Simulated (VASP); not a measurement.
Input:

```
CELL_PARAMETERS angstrom
      0.00000     3.18369     3.18369
      3.18369     0.00000     3.18369
      3.18369     3.18369     0.00000
ATOMIC_POSITIONS crystal
  Ba 0.00000 0.00000 0.00000
  F  0.25000 0.25000 0.25000
  F  0.75000 0.75000 0.75000
```

These are revPBE GGA, VASP's PBE PAW potentials (set 64) (plane waves; VASP 6.6.1) values and carry that method's errors. Settings: 520 eV cut-off, 7×7×7 Γ-centred mesh, tetrahedra with Blöchl corrections, potentials Ba_sv F.

Unless said otherwise, spin-orbit coupling is left out, though it shifts the bands of the heavy elements here.

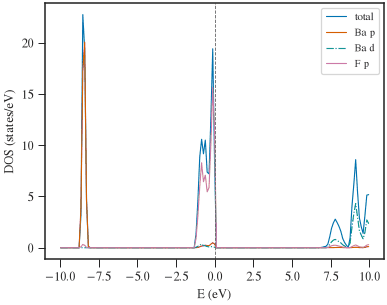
Total and projected density of states, zero at the valence-band maximum

Within 2 eV below the valence-band maximum the largest weight inside VASP's projection spheres is F p.

It has a band gap.

The compound is BaF2 in the fluorite structure. It was relaxed first, which changed the volume by +8 %.
